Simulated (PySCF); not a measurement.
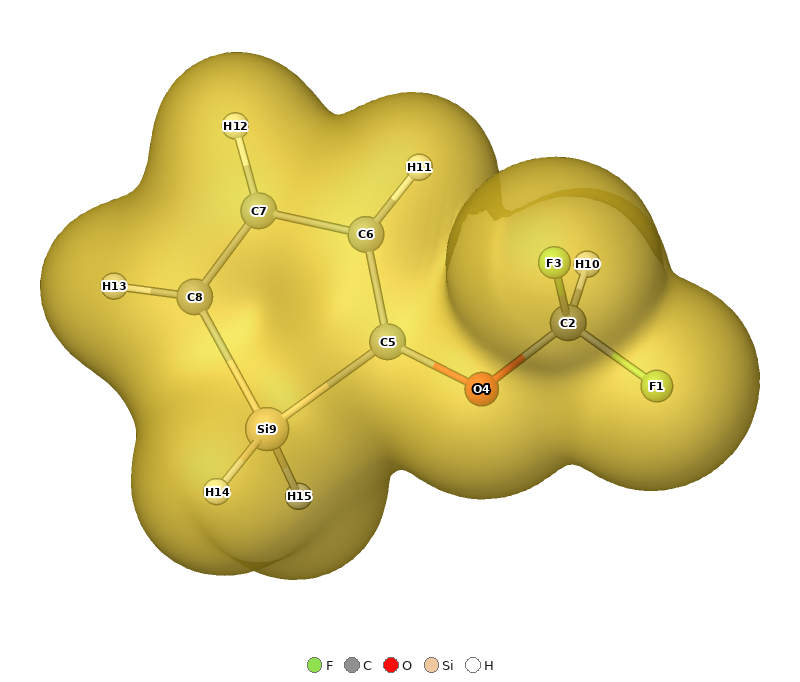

C5H6F2OSi (SMILES FC(F)OC1=CC=C[SiH2]1). Isosurface of the electron density at 0.05 e/Å³ (yellow), seen at a tilt.

Geometry: GFN2-xTB.

These are results of PySCF, PBE0/def2-SVPD, SCF density, gas phase, not measurements.

```xyz
15

F     3.7090   -0.1601    0.1957
C     2.5041    0.2667   -0.2089
F     2.5725    1.6237   -0.2146
O     1.5816   -0.1941    0.6587
C     0.2551   -0.1080    0.2898
C    -0.2584    0.5254   -0.7723
C    -1.7060    0.4258   -0.8875
C    -2.3541   -0.2686    0.0584
Si   -1.1225   -0.9328    1.3190
H     2.3476   -0.0568   -1.2564
H     0.2961    1.0926   -1.5053
H    -2.1942    0.9119   -1.7201
H    -3.4247   -0.3814    0.0471
H    -1.2320   -0.3492    2.6523
H    -0.9785   -2.3870    1.3222
```

Q: What does this surface tell about the bonding?

A: At this value the surface is in one piece. It bridges the sampled C–C (1.34 Å), C–F (1.34 Å), C–O (1.35 Å) and C–Si (1.88 Å) contacts, where the density stays above the isovalue. On the grid the lowest density along these lines, outside the cores, is 2.3 e/Å³ (C–C, 1.34 Å), 1.8 e/Å³ (C–F, 1.34 Å), 2.1 e/Å³ (C–O, 1.35 Å) and 0.78 e/Å³ (C–Si, 1.88 Å).
